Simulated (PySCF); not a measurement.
RbBe (charge +1)

```yaml
atoms:
  - { symbol: Rb, position_ang: [0.0000, 0.0000, -0.3567] }
  - { symbol: Be, position_ang: [0.0000, 0.0000, 3.3613] }
```

Core potentials replace the inner electrons of Rb.

All numbers below come from PBE0/def2-TZVP, non-relativistic Hamiltonian with scalar-relativistic core potentials where named, at a bond length of 3.718 Å (PySCF).

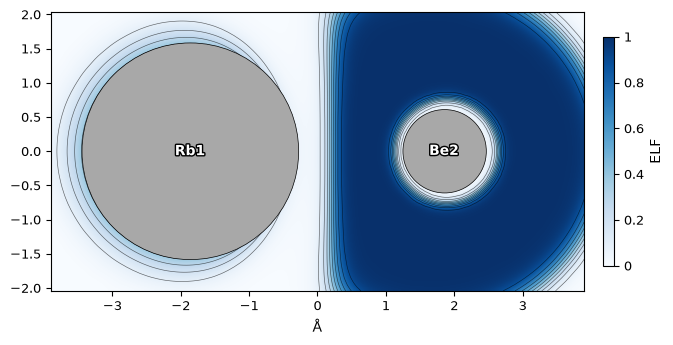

Figure 1. Electron localisation function on a plane that holds the molecular axis. Grey discs cover the atomic cores.

Q: Interpret the plot.

A:
- Atoms in the plane: Rb and Be.
- Rb–Be (3.72 Å): the ELF is about 0.05 at the midpoint.

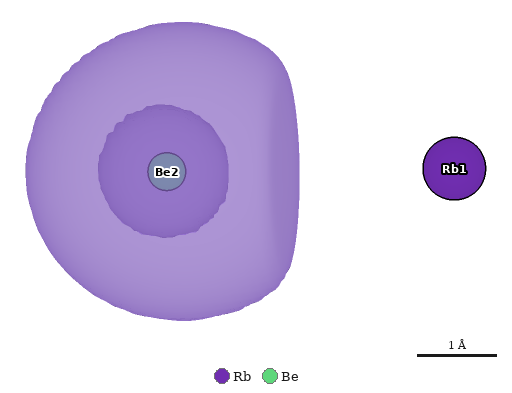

Figure 2. Isosurface of the ELF at 0.8 (purple), seen from one side. Only the valence region is drawn (cores and ρ < 0.01 e/Å³ removed).

Q: Describe the localisation domains.

A: At this value the surface marks out one region wrapped around Be (its valence shell).
